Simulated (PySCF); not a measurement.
**CuOH2: structure of the doublet**

The task is one start of a wider search on CuOH2: the doublet, from a trigonal pyramidal start. It is relaxed, tested by its Hessian and followed downhill if it is a saddle.

The runs use PySCF 2.14.0; PBE0, basis Cu def2-TZVP, O def2-TZVP, H def2-TZVP, no relativity, density fitting.

### Step 1. Where the work starts

4 atoms, charge 0, spin multiplicity 2.

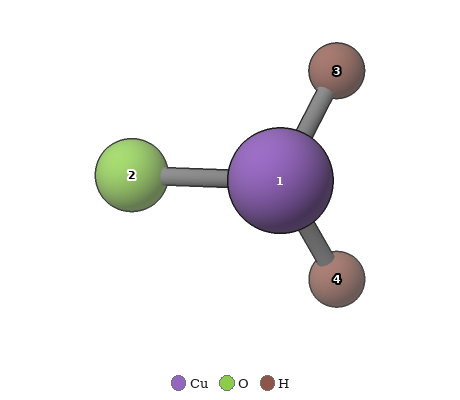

The starting geometry (copper purple, oxygen green, hydrogen brown); atoms are numbered from 1 in the order of the file.

```xyz
4
charge 0 multiplicity 2
Cu    0.0000   -0.3346    0.0000
O     0.1146    1.3816    0.0000
H    -0.9096   -0.5183   -1.1011
H    -0.9096   -0.5183    1.1011
```

### Step 2. The SCF at the typed geometry

The steps below are one call of a driver around PySCF. For each, scf.py gives the equivalent set-up of the SCF; relaxations use the driver's own optimiser. After this first run the driver tries any further starts and a stability analysis.

Input file scf.py:

```python
from pyscf import gto, scf, dft
mol = gto.M(atom='''
Cu     0.000000    -0.334560     0.000000
O      0.114630     1.381600    -0.000020
H     -0.909580    -0.518270    -1.101060
H     -0.909600    -0.518300     1.101080''',
    basis={'Cu': 'def2-TZVP', 'O': 'def2-TZVP', 'H': 'def2-TZVP'},
    charge=0, spin=1)
mf = dft.UKS(mol, xc='PBE0')
mf.grids.atom_grid = (50, 194)
aux = {'Cu': 'def2-universal-JKFIT', 'O': 'def2-universal-JKFIT', 'H': 'def2-universal-JKFIT'}
mf = mf.density_fit(auxbasis=aux)
mf.conv_tol = 1e-08
mf.diis_space = 10
mf.max_cycle = 60
mf.init_guess = 'minao'
mf.verbose = 4
mf.kernel()
```

Started as:

```sh
$ OMP_NUM_THREADS=4 python axn.py task.json out
```

Log:

```text
init E= -1716.0603632482
[... the frontier-level lines of each cycle are left out ...]
cycle= 1 E= -1713.14992762494  delta_E= 2.91  |g|= 3.92  |ddm|=  1.5
cycle= 2 E= -1699.79849785994  delta_E= 13.4  |g|= 7.51  |ddm|= 4.49
cycle= 3 E= -1714.87484021299  delta_E= -15.1  |g|= 2.24  |ddm|= 3.81
cycle= 4 E= -1709.54955441924  delta_E= 5.33  |g|=  2.6  |ddm|= 3.68
cycle= 5 E= -1716.12064489474  delta_E= -6.57  |g|= 0.711  |ddm|= 3.71
cycle= 6 E= -1716.37183520272  delta_E= -0.251  |g|= 0.454  |ddm|= 0.437
cycle= 7 E= -1716.43508620137  delta_E= -0.0633  |g|= 0.0871  |ddm|= 0.227
cycle= 8 E= -1716.43913139533  delta_E= -0.00405  |g|= 0.0368  |ddm|= 0.0815
cycle= 9 E= -1716.43946540184  delta_E= -0.000334  |g|= 0.0463  |ddm|= 0.0342
cycle= 10 E= -1716.44024285669  delta_E= -0.000777  |g|= 0.0315  |ddm|= 0.0294
cycle= 11 E= -1716.44163242823  delta_E= -0.00139  |g|= 0.00849  |ddm|= 0.0809
cycle= 12 E= -1716.44192808423  delta_E= -0.000296  |g|= 0.0076  |ddm|= 0.0217
cycle= 13 E= -1716.44208237664  delta_E= -0.000154  |g|= 0.00822  |ddm|= 0.0113
cycle= 14 E= -1716.44160194603  delta_E= 0.00048  |g|= 0.00832  |ddm|= 0.0374
cycle= 15 E= -1716.44099533901  delta_E= 0.000607  |g|= 0.00943  |ddm|= 0.0683
cycle= 16 E= -1716.44091535534  delta_E= 8e-05  |g|= 0.00698  |ddm|= 0.0359
cycle= 17 E= -1716.44080006488  delta_E= 0.000115  |g|= 0.0095  |ddm|= 0.0742
cycle= 18 E= -1716.44071455487  delta_E= 8.55e-05  |g|= 0.0122  |ddm|= 0.045
cycle= 19 E= -1716.4407207181  delta_E= -6.16e-06  |g|= 0.0118  |ddm|= 0.00629
cycle= 20 E= -1716.44076174414  delta_E= -4.1e-05  |g|= 0.00779  |ddm|= 0.015
cycle= 21 E= -1716.44078239443  delta_E= -2.07e-05  |g|= 0.00599  |ddm|= 0.0231
cycle= 22 E= -1716.44078574627  delta_E= -3.35e-06  |g|= 0.00401  |ddm|= 0.0155
cycle= 23 E= -1716.44079278839  delta_E= -7.04e-06  |g|= 0.000875  |ddm|= 0.00825
cycle= 24 E= -1716.44079306134  delta_E= -2.73e-07  |g|= 0.000291  |ddm|= 0.00534
cycle= 25 E= -1716.44079309501  delta_E= -3.37e-08  |g|= 4.43e-05  |ddm|= 0.000301
cycle= 26 E= -1716.44079308284  delta_E= 1.22e-08  |g|= 1.95e-05  |ddm|= 0.000783
cycle= 27 E= -1716.44079308304  delta_E= -2.09e-10  |g|= 1e-05  |ddm|= 0.000101
Extra cycle  E= -1716.44079308316  delta_E= -1.19e-10  |g|= 2.1e-05  |ddm|= 2.17e-05
converged SCF energy = -1716.44079308316  <S^2> = 0.88259685  2S+1 = 2.1284707
```

This step, with its further starts and checks, ran for 13 s (4 threads of Arm Neoverse V1, shared host).

The starts that the driver tried:

| start | energy (Eh) |
| --- | --- |
| the minimal-basis guess | -1716.440793 |
| a thermally smeared density | -1716.446332 |
| a smeared PBE density | -1716.446332 |

This is not the lowest solution: one lies 14.5 kJ/mol lower, at -1716.44633 Eh, and the relaxation starts from that.

### Step 3. Trigonal pyramidal start, doublet: relaxation

The program finds Cs symmetry in the start, which this walk keeps.

scf.py: that of step 2 with these lines changed.

```diff
@@ -3,4 +3,4 @@
-Cu     0.000000    -0.334560     0.000000
-O      0.114630     1.381600    -0.000020
-H     -0.909580    -0.518270    -1.101060
-H     -0.909600    -0.518300     1.101080''',
+Cu    -0.000001    -0.334562     0.000000
+O      0.114629     1.381598    -0.000001
+H     -0.909592    -0.518288    -1.101069
+H     -0.909590    -0.518286     1.101071''',
@@ -16 +15,0 @@
-mf.init_guess = 'minao'
```

Steps of the walk:

| step | energy (Eh) | change (kJ/mol) | largest symmetric gradient (Eh/bohr) |
| --- | --- | --- | --- |
| 0 | -1716.446332 | 0.00 | 0.01731 |
| 1 | -1716.452506 | -16.21 | 0.02013 |
| 2 | -1716.460641 | -37.57 | 0.01782 |
| 3 | -1716.470560 | -63.61 | 0.02097 |
| 4 | -1716.491783 | -119.33 | 0.03769 |
| 5 | -1716.504160 | -151.83 | 0.04428 |
| 6 | -1716.527220 | -212.37 | 0.05807 |
| 7 | -1716.540532 | -247.32 | 0.07230 |
| 8 | -1716.543349 | -254.72 | 0.04426 |
| 9 | -1716.547413 | -265.39 | 0.02609 |
| 10 | -1716.548543 | -268.36 | 0.01419 |
| 11 | -1716.549319 | -270.39 | 0.01482 |
| 12 | -1716.550096 | -272.43 | 0.01433 |
| 13 | -1716.553062 | -280.22 | 0.01402 |
| 14 | -1716.553727 | -281.97 | 0.01074 |
| 15 | -1716.554474 | -283.93 | 0.00253 |
| 16 | -1716.554540 | -284.10 | 0.00122 |
| 17 | -1716.554550 | -284.13 | 0.00068 |
| 18 | -1716.554552 | -284.13 | 0.00024 |

The walk took 30 s.

Positions (Å) and forces (eV/Å) along the way:

```
step 0
Cu   0.000  -0.335   0.000   0.848   0.891   0.000
O    0.115   1.382   0.000   0.465   0.229   0.000
H   -0.910  -0.518  -1.101  -0.656  -0.560  -0.284
H   -0.910  -0.518   1.101  -0.656  -0.560   0.284
step 1
Cu   0.004  -0.286   0.000   0.194   1.035   0.000
O    0.165   1.432   0.000   0.548   0.162   0.000
H   -0.937  -0.568  -1.084  -0.371  -0.599   0.201
H   -0.937  -0.568   1.084  -0.371  -0.599  -0.201
step 9
Cu   0.001   0.247   0.000  -0.875  -0.337   0.000
O    0.647   1.890   0.000   0.180  -0.120   0.000
H   -1.176  -1.063  -0.423   0.348   0.229   1.342
H   -1.176  -1.063   0.423   0.348   0.229  -1.342
step 18
Cu  -0.239   0.296   0.000   0.005   0.010   0.000
O    0.704   1.784   0.000  -0.001  -0.001   0.000
H   -1.085  -1.035  -0.404  -0.002  -0.004  -0.012
H   -1.085  -1.035   0.404  -0.002  -0.004   0.012
```

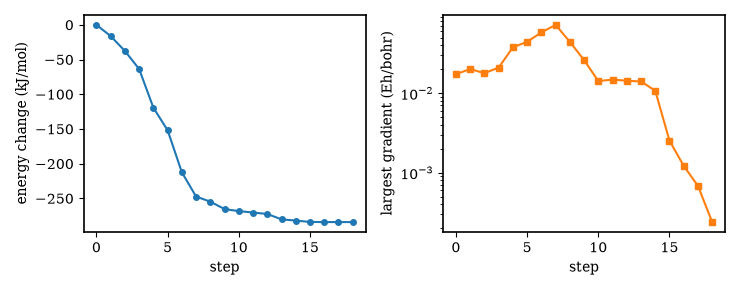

Energy and largest gradient along the walk.

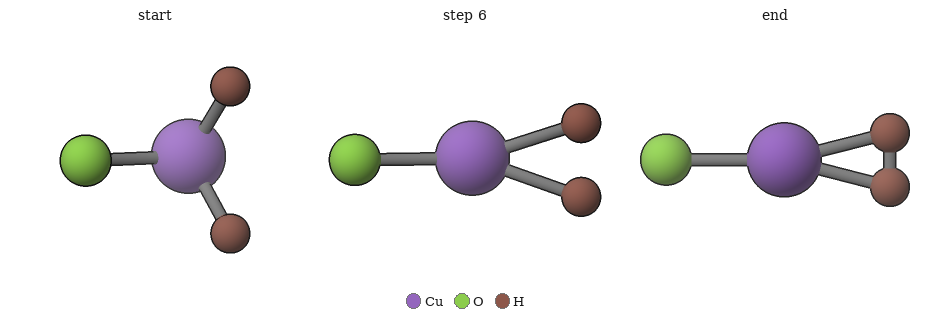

The geometry along the walk, at one scale.

It settles in C2v symmetry, 284.1 kJ/mol below the start, after 18 steps: Cu–H 1.628 Å (×2), Cu–O 1.761 Å, H–H 0.807 Å; Cu–H–H 75.6° (×2), H–Cu–H 28.7°, H–Cu–O 165.6° (×2).

### Step 4. Vibrations and properties at this point

On the finer grid the gradient is checked again; gradients at displacements of ±0.02 bohr then give force constants and infrared intensities.

scf.py: that of step 3 with these lines changed.

```diff
@@ -3,4 +3,4 @@
-Cu    -0.000001    -0.334562     0.000000
-O      0.114629     1.381598    -0.000001
-H     -0.909592    -0.518288    -1.101069
-H     -0.909590    -0.518286     1.101071''',
+Cu    -0.165325    -0.260448     0.000000
+O      0.778796     1.226891    -0.000002
+H     -1.010872    -1.592497    -0.403804
+H     -1.010872    -1.592497     0.403808''',
@@ -10 +10 @@
-mf.grids.atom_grid = (50, 194)
+mf.grids.atom_grid = (75, 302)
@@ -13 +13 @@
-mf.conv_tol = 1e-08
+mf.conv_tol = 1e-10
```

This SCF starts from the last density.

SCF at the final geometry:

```text
init E= -1716.55451705384
[... the frontier-level lines of each cycle are left out ...]
cycle= 1 E= -1716.55451705378  delta_E= 5.43e-11  |g|= 1.93e-05  |ddm|= 8.26e-06
cycle= 2 E= -1716.55451705313  delta_E= 6.51e-10  |g|= 6.49e-05  |ddm|= 2.58e-05
cycle= 3 E= -1716.55451705385  delta_E= -7.16e-10  |g|= 1.9e-06  |ddm|= 1.96e-05
cycle= 4 E= -1716.55451705384  delta_E= 5.46e-12  |g|= 3.81e-08  |ddm|= 1.66e-06
Extra cycle  E= -1716.55451705385  delta_E= -5e-12  |g|= 7.08e-08  |ddm|= 9.95e-08
converged SCF energy = -1716.55451705385  <S^2> = 0.75624239  2S+1 = 2.0062327
```

The whole step took 36 s.

Geometry: C2v; Cu–H 1.629 Å (×2), Cu–O 1.762 Å, H–H 0.808 Å; Cu–H–H 75.6° (×2), H–Cu–H 28.7°, H–Cu–O 165.6° (×2).

Modes, for the most abundant isotopes:

| symmetry | ω (cm⁻¹) | IR (km/mol) | μ (u) |
| --- | --- | --- | --- |
| b2 | 299 | 1.8 | 1.22 |
| b1 | 304 | 0.3 | 1.22 |
| a1 | 625 | 19.4 | 15.85 |
| a1 | 1005 | 70.1 | 1.04 |
| b2 | 1492 | 18.3 | 1.01 |
| a1 | 3504 | 66.5 | 1.01 |

No imaginary mode, so this is a minimum.

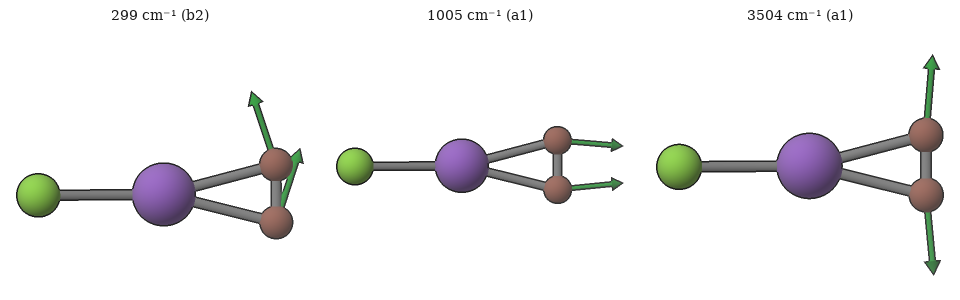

How the atoms move in 3 of the modes.

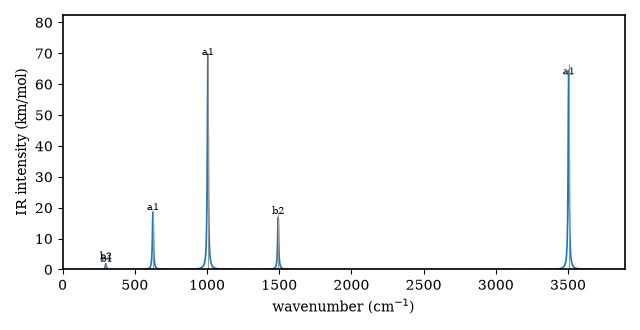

The harmonic infrared spectrum (widths in cm⁻¹). Lines are broadened to a width of 8 cm⁻¹ (Lorentzian).

Properties at this point:

```
Dipole moment                                                   : 5.24 D
Highest occupied level                                          : -6.69 eV
Lowest empty level                                              : -2.41 eV
Rotational constants                                            : 51.29, 0.3591, 0.3566 cm⁻¹
Zero-point energy                                               : 43.2 kJ/mol
Principal polarisabilities                                      : 19.3, 24.0, 37.6 bohr³
Atomisation energy without zero-point energy                    : 760 kJ/mol
Principal traceless quadrupole moments about the centre of mass : -1.68, 0.01, 1.67 D Å
Entropy at 298.15 K and 1 bar (electronic part: spin only)      : 253.5 J/(mol K)
Heat capacity Cp at 298.15 K                                    : 53.2 J/(mol K)
Enthalpy at 298.15 K above 0 K                                  : 12.61 kJ/mol
Rotational symmetry number                                      : 2
Spin squared ⟨S²⟩                                               : 0.756
```

Populations by atom (charges in e):

```csv
atom,Mulliken,Löwdin,polar tensor,spin (Mulliken),Mayer order to Cu1
Cu1,0.22,0.11,0.27,0.01,–
O2,-0.44,-0.33,-0.49,1.00,1.04
"H3,4",0.11,0.11,0.11,-0.01,0.38
```

Mulliken populations on Cu1: s 6.68, p 12.29, d 9.81, f 0.00.

### Step 5. Summary of results

| quantity | value |
| --- | --- |
| minimum | doublet, C2v |
| geometry | Cu–H 1.629 Å (×2), Cu–O 1.762 Å, H–H 0.808 Å; Cu–H–H 75.6° (×2), H–Cu–H 28.7°, H–Cu–O 165.6° (×2) |
| wavenumbers (cm⁻¹) | 299 (b2), 304 (b1), 625 (a1), 1005 (a1), 1492 (b2), 3504 (a1) |
| dipole moment | 5.24 D |
| highest occupied, lowest empty level (either spin) | -6.69, -2.41 eV |
| polar-tensor charge of Cu1 | +0.27 e |
| zero-point energy | 43.2 kJ/mol |
| entropy at 298.15 K | 253.5 J/(mol K) |
| atomisation energy (no zero-point energy) | 760 kJ/mol |
| ⟨S²⟩ | 0.756 |

**Reading.** The trigonal pyramidal start (Cs) ends in a minimum of C2v symmetry. In the infrared the band at 1005 cm⁻¹ (a1) leads. With 5.2 D the molecule is strongly polar. Most of the spin sits on O2 (Mulliken spin 1.00, against 1 for the whole molecule). The first SCF alone would have been 15 kJ/mol too high. Only this shape and spin were tried, so other structures or states may lie lower. One determinant may miss the lowest occupation of an open d or f shell.

The search up to here took 79 s.
